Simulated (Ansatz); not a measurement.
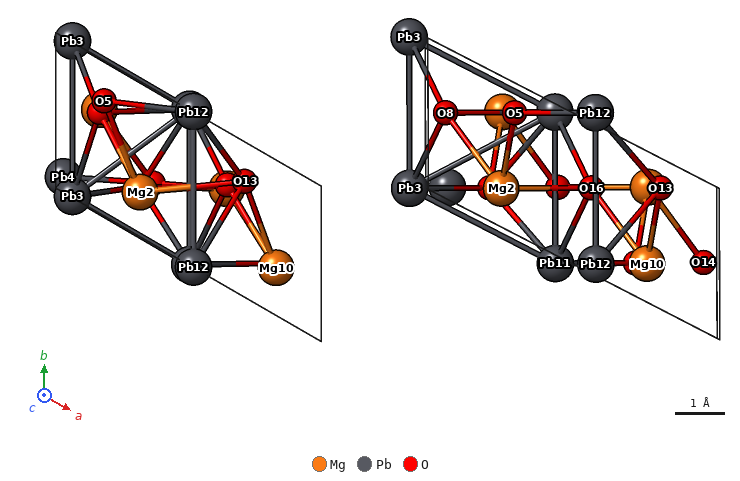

Two geometries of solid MgPbO2 (built on the KCrO2-194 type type), drawn at one scale. One is the start of a relaxation, the other its converged end. Style: ball-and-stick. Shown: the cell of the calculation, along the c axis.

The calculation used DFT, PBEsol, plane waves, PAW (Ansatz 0.2.0). Set-up: plane-wave cutoff 420 eV; k-point mesh 6 × 6 × 2; occupations fermi dirac; smearing width 0.05 eV; no spin polarisation; cell and atoms relaxed; force threshold 0.01 eV/Å; at most 120 steps.

Which of the two is the end point?

Answer. The right one is the relaxed one. Case: shaken. A Pb atom moves most relative to the cell: 0.78 Å roughly along [−2 −1 0]. Largest moves by element: Pb 0.78 Å, O 0.74 Å, Mg 0.72 Å. The drawn cell changes as follows: a 6.389 → 6.832 Å (+6.9 %), b 3.238 → 3.153 Å (−2.6 %), c 11.749 → 11.551 Å (−1.7 %), α 89.7° → 90.0°, β 90.6° → 90.0°, γ 120.0° → 117.5°; the volume changes by +4.9 %. Among the contacts that change: Mg–O 2.198 → 3.583 Å, Mg–O 2.236 → 3.583 Å, Mg–O 2.325 → 3.583 Å, Mg–O 2.432 → 3.583 Å. Bonds break: Mg–O (2.20 → 3.58 Å), Mg–O (2.24 → 3.58 Å), Mg–O (2.32 → 3.58 Å), Mg–O (2.43 → 3.58 Å). Among the angles between lasting bonds that change: O–Mg–O 136.4° → 100.0°, Mg–O–Pb 88.7° → 122.9°, O–Mg–O 133.8° → 100.0°. The space group (tolerance 0.01 Å) goes from P1 (No. 1) to Cmc2_1 (No. 36). After 13 accepted moves (16 points after the start) the energy has fallen by 241 meV per atom. Largest force component: 3.6 eV/Å at the start, 0.0015 eV/Å at the end. The pressure goes from 7.87 to −0.01 GPa. The SCF was repeated 3 times at an unchanged geometry on a basis and grid sized afresh for the cell, which shifted the energy by 4.8 meV per atom at most.
